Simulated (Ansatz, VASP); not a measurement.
# BiAs: VASP beside Ansatz, part 2 of 2

One calculation is typed for both programs; each brings its own data sets and cutoff. How far apart do they land? The cell is invented: As first built, before any earlier steps moved the atoms: it takes the AlAs structure with some of its atoms replaced by other elements, volume scaled by an estimate. It may not be a known or stable phase. The cell comes out of the VASP series on this material, whose earlier steps may have relaxed, scaled or displaced it; both programs get it as it stands.

VASP 6.6.1 and Ansatz 0.2.0.

So far: The structure; Ansatz: band structure, HSE06.

### 3. VASP: band structure, HSE06

Level of this step: HSE06; plane waves and PAW (Bi_d, As); invented cell (VASP).

The same cell, functional, mesh and smearing now go to VASP, with its own data sets and cutoff.

Lines of VASP's logs that name or quote its potential files are left out, and so is its time.

The input, INCAR:

```
SYSTEM = BiAs
PREC = Accurate
ENCUT = 400
EDIFF = 1E-06
NELM = 100
ISMEAR = 0
SIGMA = 0.02
LREAL = .FALSE.
ALGO = Normal
LHFCALC = .TRUE.
AEXX = 0.25
GGA = PE
HFSCREEN = 0.2
LASPH = .TRUE.
NBANDS = 26
PRECFOCK = Fast
LORBIT = 11
LWAVE = .FALSE.
LCHARG = .FALSE.
KPAR = 2
```

The input, POSCAR:

```
BiAs
1.0
    5.0716037739     -0.0000000910      0.0000000000
   -2.5358025406      4.3921383167      0.0000000000
    0.0000000000      0.0000000000      6.3422180812
Bi As
2 2
Direct
    0.3333333300      0.6666666700      0.9681709195
    0.6666666700      0.3333333300      0.4681709195
    0.3333333300      0.6666666700      0.4078290805
    0.6666666700      0.3333333300      0.9078290805
```

The input, KPOINTS:

```
Automatic mesh
0
Gamma
3 3 2
0 0 0
```

The input, KPOINTS_OPT:

```
Line mode
6
Line-mode
Reciprocal
  0.00000000   0.00000000   0.00000000 GAMMA
  0.50000000   0.00000000   0.00000000 M

  0.50000000   0.00000000   0.00000000 M
  0.33333333   0.33333333   0.00000000 K

  0.33333333   0.33333333   0.00000000 K
  0.00000000   0.00000000   0.00000000 GAMMA

  0.00000000   0.00000000   0.00000000 GAMMA
  0.00000000   0.00000000   0.50000000 A

  0.00000000   0.00000000   0.50000000 A
  0.50000000   0.00000000   0.50000000 L

  0.50000000   0.00000000   0.50000000 L
  0.33333333   0.33333333   0.50000000 H

  0.33333333   0.33333333   0.50000000 H
  0.00000000   0.00000000   0.50000000 A

  0.50000000   0.00000000   0.50000000 L
  0.50000000   0.00000000   0.00000000 M

  0.33333333   0.33333333   0.00000000 K
  0.33333333   0.33333333   0.50000000 H
```

Potentials, in the order of the species: Bi_d and As (PBE family, release 64).

Command:

```sh
$ mpirun -np 4 vasp_std
```

Numbers of over 12 decimals in the logs are rounded to 6 here.

The program printed:

```text
[banner, memory and clock lines left out]
running    4 mpi-ranks, on    1 nodes
 distrk:  each k-point on    2 cores,    2 groups
 distr:  one band on    1 cores,    2 groups

 POSCAR found type information on POSCAR BiAs
 POSCAR found :  2 types and       4 ions
 LDA part: xc-table for (Slater+PW92), standard interpolation
 found WAVECAR, reading the header
 POSCAR, INCAR and KPOINTS ok, starting setup
 FFT: planning ... GRIDC
 FFT: planning ... GRID_SOFT
 FFT: planning ... GRID
 reading WAVECAR
 the WAVECAR file was read successfully
 initial charge from wavefunction
 entering main loop
       N       E                     dE             d eps       ncg     rms          rms(c)
DAV:   1    -0.197368059213E+02   -0.19737E+02   -0.10938E+00   324   0.834E+00    0.233E+00
DAV:   2    -0.197517084245E+02   -0.14903E-01   -0.71551E-02   358   0.120E+00    0.160E+00
DAV:   3    -0.197508045672E+02    0.90386E-03   -0.40553E-03   454   0.313E-01    0.922E-01
DAV:   4    -0.197502593194E+02    0.54525E-03   -0.87044E-04   374   0.122E-01    0.530E-01
DAV:   5    -0.197501881964E+02    0.71123E-04   -0.34671E-04   396   0.770E-02    0.295E-01
DAV:   6    -0.197501577761E+02    0.30420E-04   -0.42568E-05   334   0.446E-02    0.163E-01
DAV:   7    -0.197501471990E+02    0.10577E-04   -0.22667E-05   266   0.249E-02    0.890E-02
DAV:   8    -0.197501477634E+02   -0.56437E-06   -0.73761E-06   278   0.120E-02
   1 F= -.19750148E+02 E0= -.19750148E+02  d E =-.141866E-14
 Start KPOINTS_OPT (optional k-point list driver)
k-point batch [1-6\54]
       N       E                     dE             ncg
DAV:   1    -0.268597065247E+03   -0.28133E+04      320
DAV:   2    -0.259951385997E+04   -0.23309E+04      326
DAV:   3    -0.285718762781E+04   -0.25767E+03      370
DAV:   4    -0.287088785236E+04   -0.13700E+02      390
DAV:   5    -0.287130980648E+04   -0.42195E+00      428
DAV:   6    -0.287132105336E+04   -0.11247E-01      428
DAV:   7    -0.287132123684E+04   -0.18348E-03      426
DAV:   8    -0.287132124031E+04   -0.34654E-05      384
DAV:   9    -0.287132124043E+04   -0.12226E-06      280
[...]
k-point batch [49-54\54]
       N       E                     dE             ncg
DAV:   1    -0.297783294466E+03   -0.60136E+04      320
DAV:   2    -0.259997442808E+04   -0.23022E+04      354
DAV:   3    -0.284120325150E+04   -0.24123E+03      380
DAV:   4    -0.285357103418E+04   -0.12368E+02      338
DAV:   5    -0.285403370057E+04   -0.46267E+00      426
DAV:   6    -0.285404714660E+04   -0.13446E-01      458
DAV:   7    -0.285404734189E+04   -0.19529E-03      432
DAV:   8    -0.285404734543E+04   -0.35408E-05      336
DAV:   9    -0.285404734561E+04   -0.17670E-06      268
```

From OUTCAR (step 3):

```text
ion  position               nearest neighbor table
   1  0.333  0.667  0.968-   3 2.79   4 2.95   4 2.95   4 2.95
   2  0.667  0.333  0.468-   4 2.79   3 2.95   3 2.95   3 2.95
   3  0.333  0.667  0.408-   1 2.79   2 2.95   2 2.95   2 2.95
   4  0.667  0.333  0.908-   2 2.79   1 2.95   1 2.95   1 2.95

  LATTYP: Found a hexagonal cell.
 ALAT       =     5.0716037739
 C/A-ratio  =     1.2505350110

 Subroutine GETGRP returns: Found 12 space group operations
 (whereof  6 operations were pure point group operations)

The static configuration has the point symmetry C_3v.
 The point group associated with its full space group is C_6v.

 Found      6 irreducible k-points:

   k-points           NKPTS =      6   k-points in BZ     NKDIM =     18   number of bands    NBANDS=     26

   dimension x,y,z NGX =    36 NGY =   36 NGZ =   42
   dimension x,y,z NGXF=    72 NGYF=   72 NGZF=   84

   ENCUT  =  400.0 eV  29.40 Ry    5.42 a.u.   8.27  8.27 10.34*2*pi/ulx,y,z

   NELECT =      40.0000    total number of electrons

 k-points in reciprocal lattice and weights: Automatic mesh
   0.00000000  0.00000000  0.00000000       0.056
   0.33333333  0.00000000  0.00000000       0.333
   0.33333333  0.33333333  0.00000000       0.111
   0.00000000  0.00000000  0.50000000       0.056
   0.33333333  0.00000000  0.50000000       0.333
   0.33333333  0.33333333  0.50000000       0.111

  exchange ACFDT corr.  =         0.00000000  see jH, gK, PRB 81, 115126

 average (electrostatic) potential at core
       1-101.2284       2-101.2284       3 -47.0058       4 -47.0058

 E-fermi :   3.7592

 k-point     1 :       0.0000    0.0000    0.0000
  band No.  band energies     occupation
    ...
     16       0.1209      2.00000
     17       0.1209      2.00000
     18       1.9291      2.00000
     19       1.9949      2.00000
     20       1.9950      2.00000
     21       4.4233      0.00000
     22       4.4233      0.00000
     23       6.6966      0.00000
     24       6.6966      0.00000
     25       7.5290      0.00000
    ...

 k-point     2 :       0.3333    0.0000    0.0000
  band No.  band energies     occupation
    ...
     16      -0.5617      2.00000
     17       0.7110      2.00000
     18       1.3049      2.00000
     19       1.3957      2.00000
     20       3.0146      2.00000
     21       5.1412      0.00000
     22       6.1064      0.00000
     23       7.1279      0.00000
     24       7.9652      0.00000
     25       8.5451      0.00000
    ...

 k-point     3 :       0.3333    0.3333    0.0000
  band No.  band energies     occupation
    ...
     16      -0.3446      2.00000
     17      -0.3446      2.00000
     18       0.6011      2.00000
     19       3.6529      2.00000
     20       3.6529      2.00000
     21       5.7961      0.00000
     22       5.7961      0.00000
     23       6.5093      0.00000
     24       8.1964      0.00000
     25       8.8418      0.00000
    ...

  energy-cutoff  :      400.00
  volume of cell :      141.27
      direct lattice vectors                 reciprocal lattice vectors
     5.071603774 -0.000000091  0.000000000     0.197176289  0.113839797  0.000000000
    -2.535802541  4.392138317  0.000000000     0.000000004  0.227679535  0.000000000
     0.000000000  0.000000000  6.342218081     0.000000000  0.000000000  0.157673544

 POSITION                                       TOTAL-FORCE (eV/Angst)
 -----------------------------------------------------------------------------------
     -0.00000      2.92809      6.14035        -0.000000      0.000000      0.294998
      2.53580      1.46405      2.96924         0.000000     -0.000000      0.294998
     -0.00000      2.92809      2.58654         0.000000      0.000000     -0.294998
      2.53580      1.46405      5.75765        -0.000000      0.000000     -0.294998
 -----------------------------------------------------------------------------------
    total drift:                                0.000017     -0.000001     -0.000272

  FREE ENERGIE OF THE ION-ELECTRON SYSTEM (eV)
  ---------------------------------------------------
  free  energy   TOTEN  =       -19.7501477634 eV

  energy  without entropy=      -19.7501477634  energy(sigma->0) =      -19.75014776

 total charge
# of ion       s       p       d       tot
------------------------------------------
    1        1.620   1.215   9.926  12.761
    2        1.620   1.215   9.926  12.761
    3        1.305   1.415   0.020   2.740
    4        1.305   1.415   0.020   2.740
--------------------------------------------------
tot          5.849   5.260  19.893  31.002

[... 3 further parts left out ...]
```

### 4. Comparison

Known differences besides the PAW data sets themselves: exact exchange at q = 0 is treated differently, which shows on coarse meshes; VASP keeps PBE cores, Ansatz makes them for the functional; the data sets hold 60 valence electrons in Ansatz (default PAW (the set named soft_2) files) and 40 in VASP; the cutoff is 420 eV in Ansatz and 400 eV in VASP; VASP takes a coarser grid for exact exchange (PRECFOCK = Fast). Total energies have different zeros and are not compared.

Both answers:

```csv
quantity,Ansatz,VASP,difference
gap over the path points (eV),0.287,0.303,-0.016
```

Forces (eV/Å; atoms numbered as in POSCAR):

```csv
atom,"Ansatz x, y, z","VASP x, y, z"
Bi1,"0.000, 0.000, 0.298","0.000, 0.000, 0.295"
Bi2,"0.000, 0.000, 0.298","0.000, 0.000, 0.295"
As3,"0.000, 0.000, -0.298","0.000, 0.000, -0.295"
As4,"0.000, 0.000, -0.298","0.000, 0.000, -0.295"
```

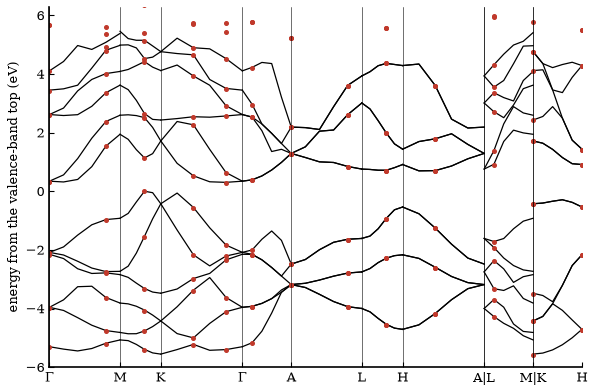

Bands from VASP (lines) and levels from Ansatz (dots). Dots without a line are higher empty bands that the VASP plot leaves out.

Levels at points of the path, from each program's valence-band top (eV; 4 filled, then empty):

```csv
k (reciprocal lattice),Ansatz,VASP
0.000 0.000 0.000,-3.98 -2.16 -2.10 -2.10 0.33 0.33 2.60,-3.96 -2.15 -2.08 -2.08 0.34 0.34 2.62
0.400 0.000 0.000,-3.64 -2.80 -2.76 -0.97 1.53 2.37 3.36,-3.62 -2.79 -2.74 -0.97 1.54 2.38 3.36
0.400 0.200 0.000,-4.07 -3.34 -1.55 0.00 1.12 2.50 2.65,-4.05 -3.32 -1.54 0.00 1.14 2.51 2.65
0.200 0.200 0.000,-3.39 -2.99 -2.18 -0.56 0.51 2.26 2.53,-3.37 -2.98 -2.17 -0.55 0.53 2.27 2.54
0.067 0.067 0.000,-3.64 -2.35 -2.22 -1.85 0.29 0.62 2.56,-3.62 -2.34 -2.21 -1.84 0.30 0.64 2.57
0.000 0.000 0.100,-3.94 -2.17 -2.17 -2.01 0.37 0.37 2.52,-3.93 -2.15 -2.15 -2.00 0.39 0.39 2.53
0.000 0.000 0.500,-3.20 -3.20 -2.50 -2.50 1.27 1.27 1.27,-3.18 -3.18 -2.48 -2.48 1.29 1.29 1.29
0.400 0.000 0.500,-2.80 -2.80 -1.65 -1.65 0.83 0.83 2.60,-2.79 -2.79 -1.64 -1.64 0.84 0.84 2.61
0.400 0.200 0.500,-2.29 -2.29 -0.93 -0.93 0.70 0.70 1.97,-2.28 -2.28 -0.93 -0.93 0.72 0.72 1.99
0.200 0.200 0.500,-2.60 -2.60 -1.27 -1.27 0.69 0.69 1.77,-2.59 -2.59 -1.25 -1.25 0.70 0.70 1.79
```

The forces differ by 1.7 meV/Å r.m.s., which is 1.0 % of the r.m.s. force of 0.17 eV/Å (both taken over all components). Among the levels compared (up to four filled and three empty ones at each point), filled levels agree within 19 meV and empty ones within 19 meV.

### 5. VASP: band structure, r2SCAN0

Levels along a path test the potential and the projectors away from the mesh points.

Changes to INCAR since step 3:

```diff
@@ -11,4 +11,3 @@
 AEXX = 0.25
-GGA = PE
-HFSCREEN = 0.2
+METAGGA = R2SCAN
 LASPH = .TRUE.
@@ -16,2 +15,3 @@
 PRECFOCK = Fast
+HFRCUT = -1
 LORBIT = 11
```

POSCAR is that of step 3.

KPOINTS is that of step 3.

KPOINTS_OPT is that of step 3.

Command:

```sh
$ mpirun -np 4 vasp_std
```

The program printed:

```text
[banner, memory and clock lines left out]
running    4 mpi-ranks, on    1 nodes
[...]
|                                                                             |
|               ----> ADVICE to this user running VASP <----                  |
|                                                                             |
|     You enforced a specific xc type in the INCAR file but a different       |
|     [... a line on the potential file left out ...]
|     I HOPE YOU KNOW WHAT YOU ARE DOING!                                     |
|                                                                             |

 LDA part: xc-table for (None), standard interpolation
 found WAVECAR, reading the header
 POSCAR, INCAR and KPOINTS ok, starting setup
[...]
HFRCUT set to (new)   8.467375
 reading WAVECAR
 the WAVECAR file was read successfully
 initial charge from wavefunction
 entering main loop
       N       E                     dE             d eps       ncg     rms          rms(c)
[...]
1 F= -.11986009E+03 E0= -.11986009E+03  d E =-.453884E-32
 Start KPOINTS_OPT (optional k-point list driver)
k-point batch [1-6\54]
       N       E                     dE             ncg
DAV:   1    -0.341878445063E+03   -0.28866E+04      320
DAV:   2    -0.278777398981E+04   -0.24459E+04      334
DAV:   3    -0.305213568032E+04   -0.26436E+03      370
DAV:   4    -0.306486934963E+04   -0.12734E+02      388
DAV:   5    -0.306528719440E+04   -0.41784E+00      422
DAV:   6    -0.306529796083E+04   -0.10766E-01      436
DAV:   7    -0.306529815062E+04   -0.18979E-03      432
DAV:   8    -0.306529815418E+04   -0.35506E-05      384
DAV:   9    -0.306529815430E+04   -0.12934E-06      280
[...]
k-point batch [49-54\54]
       N       E                     dE             ncg
DAV:   1    -0.373918268963E+03   -0.60898E+04      320
DAV:   2    -0.278020520581E+04   -0.24063E+04      354
DAV:   3    -0.303333273627E+04   -0.25313E+03      380
DAV:   4    -0.304562199246E+04   -0.12289E+02      338
DAV:   5    -0.304608406906E+04   -0.46208E+00      426
DAV:   6    -0.304609725578E+04   -0.13187E-01      440
DAV:   7    -0.304609748997E+04   -0.23419E-03      442
DAV:   8    -0.304609749400E+04   -0.40291E-05      358
DAV:   9    -0.304609749414E+04   -0.14005E-06      272
```

OUTCAR, selected parts (step 5):

```text
 POSITION                                       TOTAL-FORCE (eV/Angst)
 -----------------------------------------------------------------------------------
     -0.00000      2.92809      6.14035         0.000000     -0.000000      0.429883
      2.53580      1.46405      2.96924         0.000000      0.000000      0.429883
     -0.00000      2.92809      2.58654        -0.000000     -0.000000     -0.429883
      2.53580      1.46405      5.75765        -0.000000     -0.000000     -0.429883
 -----------------------------------------------------------------------------------
    total drift:                                0.000016     -0.000001      0.006751

  FREE ENERGIE OF THE ION-ELECTRON SYSTEM (eV)
  ---------------------------------------------------
  free  energy   TOTEN  =      -119.8600901747 eV

  energy  without entropy=     -119.8600901747  energy(sigma->0) =     -119.86009017

[... 2 parts as in an earlier step ...]

[... 1 further part left out ...]
[key lines of the parts left out:]
E-fermi :   3.4688
```

### 6. Ansatz: band structure, r2SCAN0

The same cell, functional, mesh and smearing now go to Ansatz, which takes its cutoff from its data sets.

The cell comes out of the VASP series on this material, whose earlier steps may have relaxed, scaled or displaced it; both programs get it as it stands.

The input, input.yaml:

```yaml
crystal:
  lattice:
    - [5.0716037739, -9.1e-08, 0.0]
    - [-2.5358025406, 4.3921383167, 0.0]
    - [0.0, 0.0, 6.3422180812]
  atoms:
    - { symbol: Bi, position: [0.33333333, 0.66666667, 0.9681709195] }
    - { symbol: Bi, position: [0.66666667, 0.33333333, 0.4681709195] }
    - { symbol: As, position: [0.33333333, 0.66666667, 0.4078290805] }
    - { symbol: As, position: [0.66666667, 0.33333333, 0.9078290805] }
hamiltonian:
  xc: r2scan0
  pseudopotentials: { kind: paw }
kpoints:
  mp_grid: { grid: [3, 3, 2] }
  band_path:
    path:
      - [0.0, 0.0, 0.0]
      - [0.4, 0.0, 0.0]
      - [0.4, 0.2, 0.0]
      - [0.2, 0.2, 0.0]
      - [0.13333, 0.13333, 0.0]
      - [0.0, 0.0, 0.1]
      - [0.0, 0.0, 0.5]
      - [0.4, 0.0, 0.5]
      - [0.4, 0.2, 0.5]
      - [0.2, 0.2, 0.5]
      - [0.5, 0.0, 0.4]
      - [0.33333, 0.33333, 0.0]
      - [0.33333, 0.33333, 0.5]
    npoints: 1
scf:
  occupations: { method: gaussian, width: 0.02 }
  n_extra_bands: 8
output:
  forces: true
  stress: true
  eigenvalues: true
  write_density: true
  write_potential: true
  elf: true
  volumetric_format: npy
```

Command:

```sh
$ ansatz run input.yaml --threads 4 --pin off --max-ram 9216MiB --backend cpu --events-out ev --progress --plain --runs-dir out
```

The program printed:

```text
[...]
Crystal: 4 atoms, lattice volume = 141.274 Å³
Basis set: ecut = 500 eV, 3587 PW (Γ), exchange–correlation on 160×160×192 points (64 copies of the dense FFT grid, shifted against one another)
Bands: 38, of which v1, the nominal top of the filled ones, is band 30 counted from 1 (29 counted from 0)
Symmetry: 12 space group operations
[...]
k-points: 6 of 18
[...]
P = ⅓ Tr σ = -1.9714 GPa (-19.714 kbar)
--- Band table (eV; the first three rows and the last of 6) ---
  k-point 0: bands = [... 26 lower, 2.8750, 4.7669, 4.8000, 4.8000, 7.9760, 7.9760, 10.3297, 10.3297, ... 4 higher]
  k-point 1: bands = [... 26 lower, 3.6736, 3.6736, 4.4005, 4.4005, 8.9596, 8.9596, 8.9596, 8.9596, ... 4 higher]
  k-point 2: bands = [... 26 lower, 3.5047, 4.1270, 4.1657, 5.9224, 8.7091, 9.7353, 10.8097, 11.6531, ... 4 higher]
  k-point 5: bands = [... 26 lower, 4.6995, 4.6995, 6.5445, 6.5445, 8.6101, 8.6101, 9.1193, 9.1193, ... 4 higher]
[key lines of the parts left out:]
Free energy (F): -34543.662116 eV
Fermi energy:    7.295774 eV
```

Wall time 74 s (4 threads of Arm Neoverse V1, shared host); peak memory 1.6 GiB.

### 7. Comparison

What differs besides the data sets and the points named for the pairs above, as far as they apply: the cutoff is 500 eV in Ansatz and 400 eV in VASP. Total energies have different zeros and are not compared.

The two programs side by side:

```csv
quantity,Ansatz,VASP,difference
gap over the path points (eV),0.693,0.730,-0.038
```

Forces (eV/Å; atoms numbered as in POSCAR):

```csv
atom,"Ansatz x, y, z","VASP x, y, z"
Bi1,"0.000, 0.000, 0.437","0.000, 0.000, 0.430"
Bi2,"0.000, 0.000, 0.437","0.000, 0.000, 0.430"
As3,"0.000, 0.000, -0.437","0.000, 0.000, -0.430"
As4,"0.000, 0.000, -0.437","0.000, 0.000, -0.430"
```

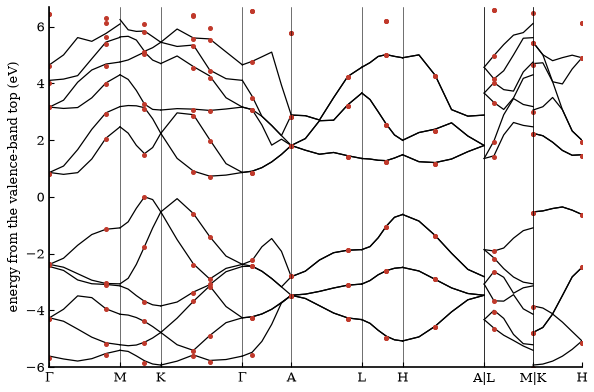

Bands from VASP (lines) and levels from Ansatz (dots). Dots without a line are higher empty bands that the VASP plot leaves out.

Levels at points of the path, from each program's valence-band top (eV; 4 filled, then empty):

```csv
k (reciprocal lattice),Ansatz,VASP
0.000 0.000 0.000,-4.30 -2.41 -2.38 -2.38 0.80 0.80 3.15,-4.26 -2.45 -2.38 -2.38 0.86 0.86 3.16
0.400 0.000 0.000,-3.94 -3.10 -3.05 -1.15 2.04 2.92 3.99,-3.94 -3.09 -3.05 -1.14 2.07 2.96 4.01
0.400 0.200 0.000,-4.39 -3.71 -1.78 0.00 1.47 3.09 3.26,-4.39 -3.68 -1.75 0.00 1.52 3.14 3.27
0.200 0.200 0.000,-3.68 -3.37 -2.39 -0.60 0.86 2.86 3.06,-3.68 -3.35 -2.36 -0.59 0.91 2.90 3.09
0.133 0.133 0.000,-3.17 -3.08 -2.91 -1.42 0.69 1.97 3.02,-3.14 -3.10 -2.89 -1.40 0.73 2.02 3.05
0.000 0.000 0.100,-4.27 -2.45 -2.45 -2.23 0.84 0.84 3.06,-4.23 -2.44 -2.44 -2.24 0.90 0.90 3.08
0.000 0.000 0.500,-3.50 -3.50 -2.78 -2.78 1.78 1.78 1.78,-3.47 -3.47 -2.81 -2.81 1.81 1.81 1.81
0.400 0.000 0.500,-3.11 -3.11 -1.89 -1.89 1.39 1.39 3.19,-3.11 -3.11 -1.88 -1.88 1.45 1.45 3.24
0.400 0.200 0.500,-2.60 -2.60 -1.04 -1.04 1.21 1.21 2.52,-2.60 -2.60 -1.03 -1.03 1.28 1.28 2.56
0.200 0.200 0.500,-2.90 -2.90 -1.39 -1.39 1.16 1.16 2.32,-2.91 -2.91 -1.36 -1.36 1.21 1.21 2.39
```

The forces differ by 4.0 meV/Å r.m.s., which is 1.6 % of the r.m.s. force of 0.25 eV/Å (both taken over all components). Among the levels compared (up to four filled and three empty ones at each point), filled levels agree within 42 meV and empty ones within 65 meV.

### 8. Summary of results

- difference in gap over the path points (band structure, HSE06): -0.016 eV
- difference in gap over the path points (band structure, r2SCAN0): -0.038 eV
- r.m.s. force difference (band structure, r2SCAN0): 1.6 % of the r.m.s. force

What this shows: The r.m.s. force difference is 1.6 % of the r.m.s. force (band structure, r2SCAN0), within the 3 % picked in this series as the mark of a large difference. How closely two codes agree says nothing of how well the functional describes the real material.

[Lines on the potential files, build, host, timing and source positions are cut from VASP's logs without a mark.]

[Logs are printed without paths, hosts, clocks, repeated set-up lines and the standing remarks that a program may print on its own settings, such as how far it seeks lower states.]

[Hosts, paths, dates, database ids (printed as entryN), source tags and the programs' standing remarks are cut or masked in the printed files.]
